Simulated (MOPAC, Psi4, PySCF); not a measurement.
Interaction energy of CO ··· H3N (SMILES [C-]#[O+] and N). Monomers: optimised at B3LYP-D3(BJ) (def2-TZVP), held rigid. Orientation: lowest of the rigid-body minima from ten starts at GFN2-xTB (searched outside a hard wall at short contacts). R is the distance of the centres of mass, along which the second monomer moves. The shortest distances reach bonding range, where SAPT0 and rigid monomers are unreliable.

Geometry at R = 2.47 Å (first 2 atoms: monomer A):
```
6

C      0.5625     0.0000     0.0000
O     -0.5625     0.0000     0.0000
N      1.1487    -1.0616     1.7674
H      1.7212    -1.8497     1.4869
H      1.7298    -0.4520     2.3313
H      0.4152    -1.4200     2.3680
```

- AM1, restricted, heats of formation (MOPAC)
- RKS-B3LYP/6-311+G** = restricted B3LYP/6-311+G**, spherical d, no counterpoise correction in PySCF
- SAPT0/jun-cc-pVDZ, frozen core (Psi4)
- PBE0/def2-TZVP, counterpoise-corrected (Psi4)
- CCSD/aug-cc-pVDZ = DF-CCSD/aug-cc-pVDZ, frozen core, counterpoise-corrected in Psi4

Interaction energies in kcal/mol (negative: bound); R is the distance of the centres of mass, d the C1···N3 distance.

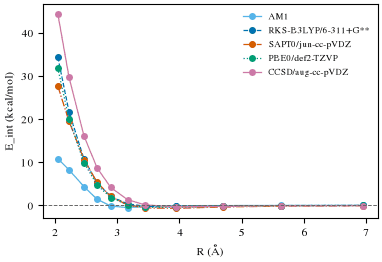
Figure: Interaction energy against separation.

| R / Å | d / Å | AM1 | RKS-B3LYP/6-311+G** | SAPT0/jun-cc-pVDZ | PBE0/def2-TZVP | CCSD/aug-cc-pVDZ |
|---|---|---|---|---|---|---|
| 2.05 | 1.74 | 10.85 | 34.39 | 27.65 | 31.78 | 44.40 |
| 2.23 | 1.91 | 8.24 | 21.71 | 19.49 | 20.01 | 29.70 |
| 2.47 | 2.14 | 4.36 | 10.76 | 10.64 | 9.89 | 16.12 |
| 2.68 | 2.35 | 1.45 | 5.23 | 5.38 | 4.77 | 8.73 |
| 2.90 | 2.56 | -0.14 | 2.09 | 2.08 | 1.81 | 4.17 |
| 3.17 | 2.83 | -0.49 | 0.38 | 0.12 | 0.14 | 1.34 |
| 3.45 | 3.10 | -0.26 | -0.18 | -0.58 | -0.43 | 0.14 |
| 3.95 | 3.59 | -0.05 | -0.22 | -0.65 | -0.45 | -0.33 |
| 4.71 | 4.35 | -0.03 | -0.09 | -0.35 | -0.19 | -0.20 |
| 5.64 | 5.27 | 0.00 | -0.03 | -0.16 | -0.05 | -0.07 |
| 6.95 | 6.58 | 0.01 | 0.00 | -0.06 | 0.00 | -0.02 |

Lowest grid point: AM1 -0.49 kcal/mol at R = 3.17 Å; RKS-B3LYP/6-311+G** -0.22 kcal/mol at R = 3.95 Å; SAPT0/jun-cc-pVDZ -0.65 kcal/mol at R = 3.95 Å; PBE0/def2-TZVP -0.45 kcal/mol at R = 3.95 Å; CCSD/aug-cc-pVDZ -0.33 kcal/mol at R = 3.95 Å.
